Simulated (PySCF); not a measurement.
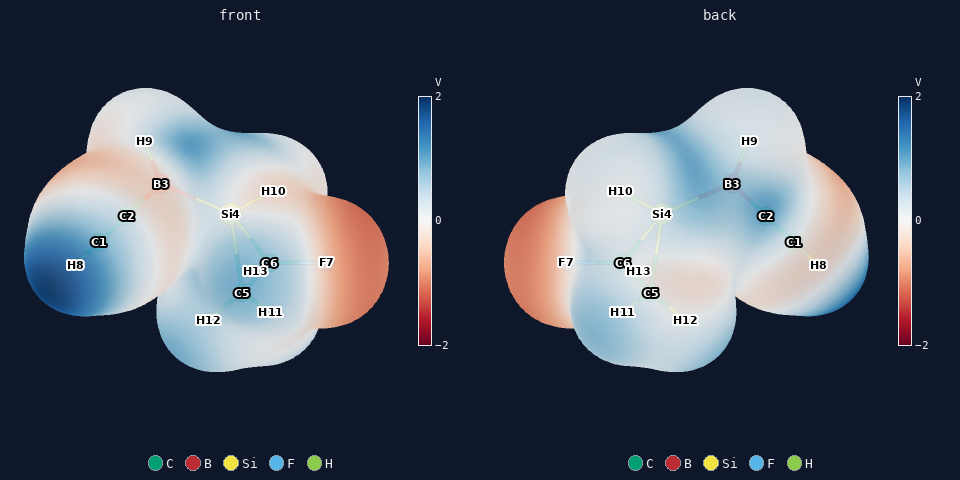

C$_{4}$H$_{6}$BFSi. The electrostatic potential painted on the density surface at 0.002 e/bohr³, seen from the front and from behind; red is negative and blue positive.

Geometry: GFN2-xTB.

The calculation used PySCF, PBE0/pcSseg-1, SCF density, gas phase, non-relativistic.

Input file:

```
{"job": {"kind": "nmr", "xc": "PBE0", "basis": "pcSseg-1"}, "charge": 0, "multiplicity": 1}
C      2.789821    -0.136022    -1.221122
C      2.011736     0.592884    -0.653008
B      1.036903     1.487882     0.046143
Si    -0.720980     0.838057     0.431652
C     -0.999801    -1.058127     0.574985
C     -1.442137    -0.521096    -0.745396
F     -2.792270    -0.524903    -0.974563
H      3.475228    -0.763350    -1.714632
H      1.382482     2.571011     0.337472
H     -1.869735     1.497078     1.057559
H     -1.793841    -1.414330     1.213597
H     -0.150613    -1.724167     0.551810
H     -0.931182    -0.844431    -1.644720
```

Command:

```sh
OMP_NUM_THREADS=1 python probes_run.py task.json out
```

Describe the electrostatic potential map.

The most negative region (about −1.1 V) lies over F7, the most positive (about +1.9 V) over H8.
